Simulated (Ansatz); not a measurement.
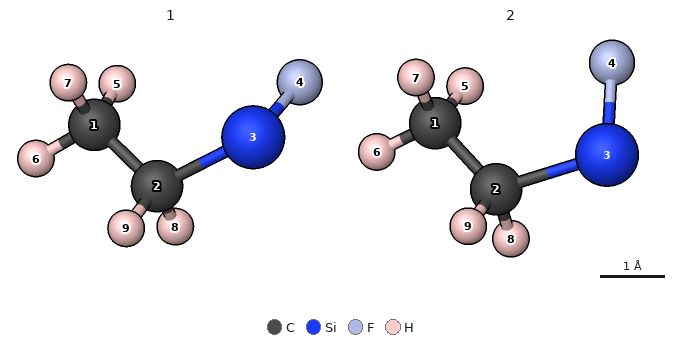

Two geometries of C₂H₅FSi (coarse preliminary run), drawn at one scale. One is the start of a relaxation, the other its converged end. The picture is a ball-and-stick view, seen at a tilt.

Method: Ansatz, RKS PBE-D4/def2-SVP. Settings: force threshold 0.03 eV/Å; at most 200 steps.

Q: Which of the two is the end point?

A: Structure 2 is the relaxed one. The start comes from a force field. The atom that moves furthest after the best rigid fit is F4 (0.55 Å). By element the largest moves are F 0.55 Å, Si 0.38 Å, H 0.21 Å, C 0.06 Å. Near-neighbour distances that change, for instance: Si3–F4 1.551 → 1.665 Å, C2–H8 1.050 → 1.122 Å, C2–Si3 1.848 → 1.918 Å, C1–C2 1.469 → 1.532 Å. Bond angles that change, for instance: C2–Si3–F4 111.9° → 99.2°, Si3–C2–H8 108.0° → 101.5°, C1–C2–Si3 113.8° → 119.1°. Groups turn about C2–Si3 by about 40°. The energy falls by 0.671 eV in 9 accepted moves (11 points after the start). Largest force component: 3.7 eV/Å at the start, 0.026 eV/Å at the end. The line search rejected the trial steps at points 7, 10 of the run.
